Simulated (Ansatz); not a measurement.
# Calculations on CH8AlSbSi

### Relaxation

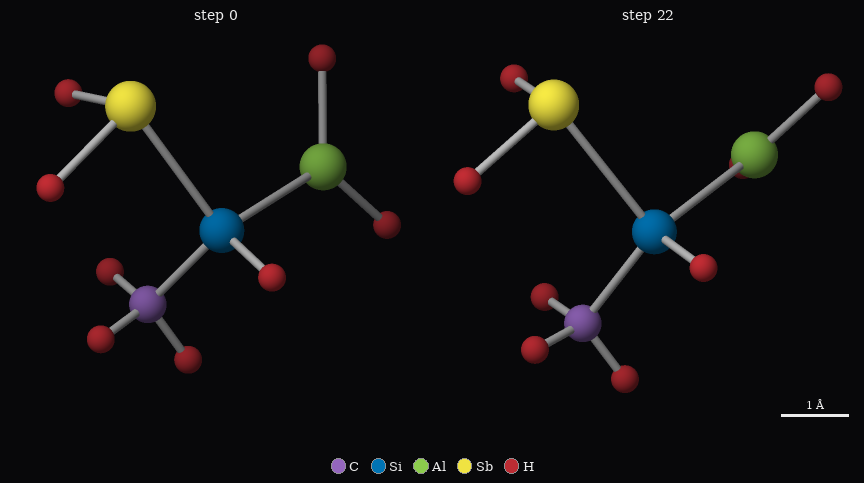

The structure of CH$_{8}$AlSbSi before (left) and after (right) a relaxation, at one scale.

A ball-and-stick model, seen at a tilt.

The run prepares an end point of a later path (inversion) calculation, from a guessed geometry.

These are results of Ansatz 0.2.0, RKS PBE-D4/def2-SVP, not measurements. Settings: no spin polarisation; force threshold 0.015 eV/Å; at most 40 steps.

### What changed between the two?

Over 21 accepted moves (22 points after the start) the energy falls by 9.76 kcal/mol. Largest force component: 2.1 eV/Å at the start, 0.014 eV/Å at the end. The line search rejected the trial step at point 19 of the run. The forces were under the threshold at step 14, but the run went on from there. The atom that moves furthest after the best rigid fit is an H atom (1.66 Å). By element the largest moves are H 1.66 Å, C 0.31 Å, Al 0.19 Å, Sb 0.14 Å, Si 0.03 Å. Among the contacts that change: Al–Si 2.344 → 2.446 Å, Sb–Si 2.534 → 2.635 Å, C–Si 1.811 → 1.906 Å, H–Sb 1.819 → 1.738 Å. Among the angles between lasting bonds that change: Sb–Si–H 111.2° → 103.4°, C–Si–Al 109.2° → 115.7°, Si–C–H 114.2° → 110.2°. Groups turn about Al–Si by about 75°. Cost: 62 s on 2 threads of Intel(R) Xeon(R) Platinum 8259CL CPU @ 2.50GHz (Skylake/Cascade Lake), with other jobs on the host, peak memory 0.18 GiB.

### Relaxation

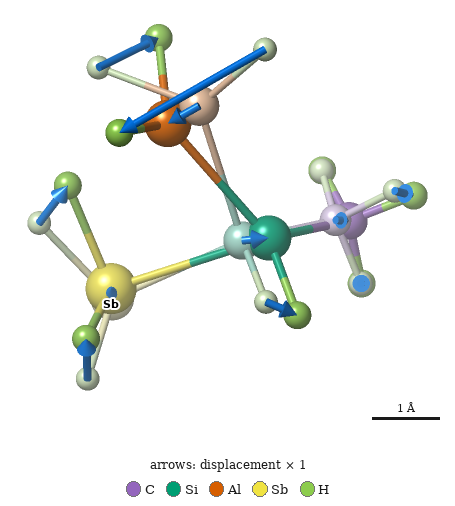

This is a relaxation of CH$_{8}$AlSbSi. The starting structure is drawn faded, the final one solid; blue arrows show the displacements, at their true length. The two geometries are superimposed by the best rigid fit.

Style: ball-and-stick. Shown at a tilt.

The run prepares an end point of a later path (inversion) calculation, from a guessed geometry.

Level of theory: Ansatz 0.2.0, RKS PBE-D4/def2-SVP.

Input file:
```yaml
crystal:
  periodic: [false, false, false]
  atoms:
    - { symbol: C, position_ang: [-1.217, 0.8346, 0.2513] }
    - { symbol: Si, position_ang: [-0.2252, -0.5041, -0.4581] }
    - { symbol: Al, position_ang: [1.6036, 0.4151, -1.601] }
    - { symbol: Sb, position_ang: [0.6639, -1.9482, 1.4249] }
    - { symbol: H, position_ang: [-2.1344, 0.4416, 0.7568] }
    - { symbol: H, position_ang: [-0.6579, 1.4966, 0.9452] }
    - { symbol: H, position_ang: [-1.5948, 1.5297, -0.5835] }
    - { symbol: H, position_ang: [-0.9877, -1.2854, -1.3977] }
    - { symbol: H, position_ang: [1.4157, 1.4102, -2.7859] }
    - { symbol: H, position_ang: [3.1177, 0.0589, -1.0785] }
    - { symbol: H, position_ang: [2.27863, -1.90517, 0.76964] }
    - { symbol: H, position_ang: [0.31515, -3.43413, 0.43581] }
basis:
  gaussian: { orbitals: def2-SVP }
hamiltonian:
  xc: pbe
  dispersion: d4
relax:
  f_tol: 0.015
  max_steps: 40
```

Run as
```bash
ansatz run input.yaml --threads 2 --pin off --max-ram 3072MiB --backend cpu --events-out ev --progress --plain --runs-dir out
```

Which element moves most?

Hydrogen: up to 2.55 Å, against 0.55 Å for aluminium.

Describe the change and its energy.

Over 31 accepted moves (32 points after the start) the energy falls by 68.0 kJ/mol. The largest force component goes from 2 to 0.013 eV/Å. The line search rejected the trial step at point 28 of the run. H9 moves most after the best rigid fit: 2.55 Å. Largest moves by element: H 2.55 Å, Al 0.55 Å, Sb 0.52 Å, Si 0.41 Å, C 0.31 Å. Some distances before and after: Al3–H11 3.385 → 2.076 Å, Si2–Sb4 2.534 → 2.666 Å, C1–Si2 1.811 → 1.902 Å, Sb4–H12 1.819 → 1.733 Å. Among the angles between lasting bonds that change: Al3–Si2–Sb4 108.2° → 76.3°, Al3–Si2–H8 107.9° → 122.7°, C1–Si2–Al3 109.2° → 123.0°.

### Path

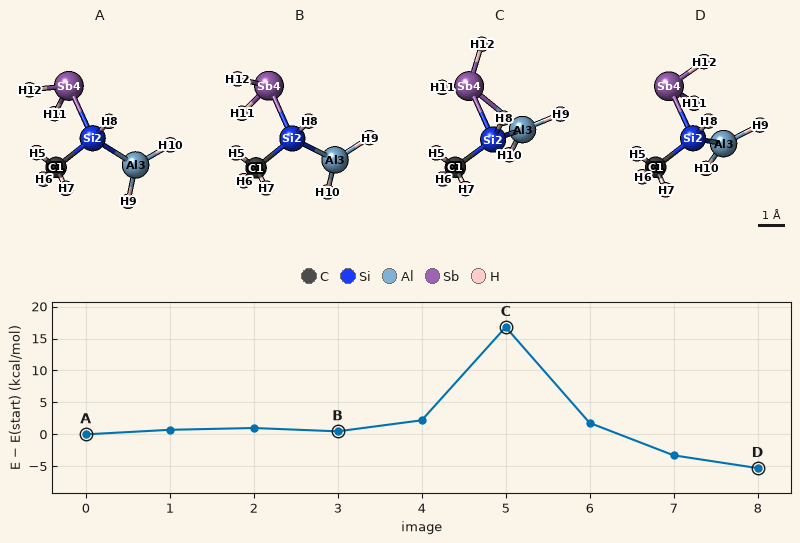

A search for the minimum-energy path of CH8AlSbSi by the nudged elastic band. Images are numbered from 0 (start) to 8 (end). Frames A to D are images 0, 3, 5, 8. A ball-and-stick model, seen from a free direction.

Method: Ansatz, RKS PBE-D4/def2-SVP. Settings: 7 movable images; climbing image; force threshold 0.05 eV/Å; iteration limit 60; starting path through a guess of the saddle point.

Question: Describe the mechanism and the energy profile.

Answer: The energy climbs by 16.8 kcal/mol to image 5 and then falls by 22.1 kcal/mol, so the end point sits at −5.3 kcal/mol. The path has more than one stage, and so few images may leave a stage unresolved. No bond forms or breaks between the ends. Bond angles that change up to the highest image, for instance: Al3–Si2–Sb4 104.8° → 64.4°, Si2–Sb4–H12 89.8° → 128.0°. The band converged in 28 iterations. The largest component of the band force went from 21 to 0.029 eV/Å. The climbing image converged on the top of the path. Its vibrational analysis gives one imaginary mode (388i cm⁻¹), as a transition state must have.

The run took 7.6 min on 2 threads of Intel(R) Xeon(R) Platinum 8259CL CPU @ 2.50GHz (Skylake/Cascade Lake), with other jobs on the host, peak memory 0.19 GiB.
